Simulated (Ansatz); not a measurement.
```xyz
9

O     0.6816   -0.3534    1.0927
Si   -0.2518   -0.0082   -0.2535
Sn   -0.5099    2.5376   -0.5804
H     1.5740    0.0119    1.1004
H    -1.5755   -0.6395    0.0021
H     0.3239   -0.6034   -1.5041
H    -1.3789    3.2564    0.7113
H     1.0370    3.2860   -0.6260
H    -1.3139    2.9314   -2.0437
```

Geometry: r2SCAN-D4/def2-SVP; core potentials replace the inner electrons of Sn.

Theory: Ansatz, isolated molecule in a Gaussian basis; Kohn-Sham density functional theory, functional PBE0.

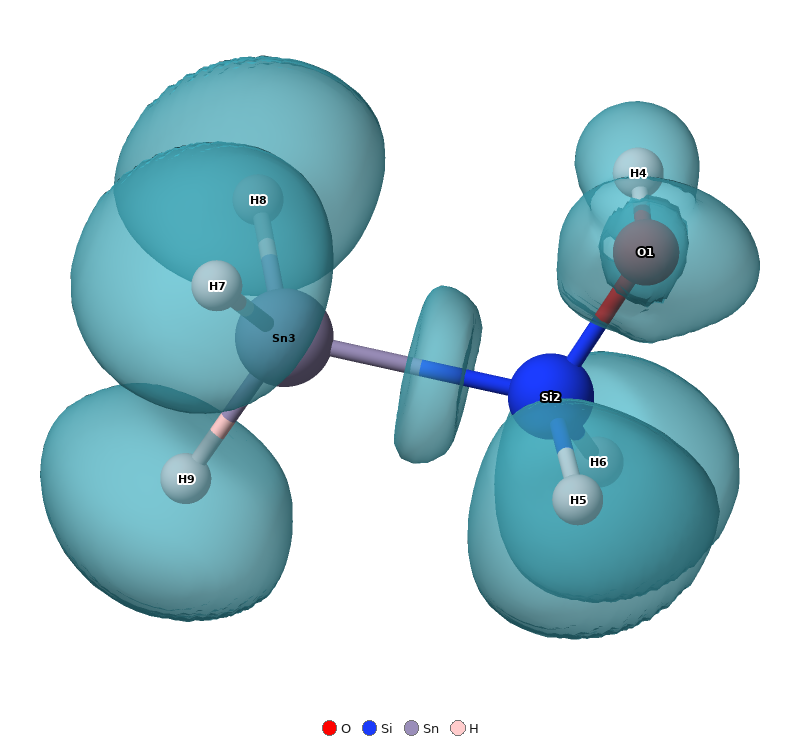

H₆OSiSn (SMILES O[SiH2][SnH3]). Isosurface of the electron localisation function at 0.75 (cyan), seen across its widest extent. Core shells and regions of very low density are left out.

> Identify the bonds, lone pairs and shells in this picture.

The ELF exceeds this value in one region between bonded Si–Sn atoms (shared pairs), five regions around hydrogen nuclei and one joined region spread over several atoms (H, O), in which their bonds and any lone pairs are merged.

Values along the shortest contacts:
Si–O (1.67 Å): the ELF peaks at about 0.85 between the atoms; a polar covalent bond. Si–Sn (2.58 Å): the ELF peaks at about 0.95 between the atoms: localised, covalent bonding.
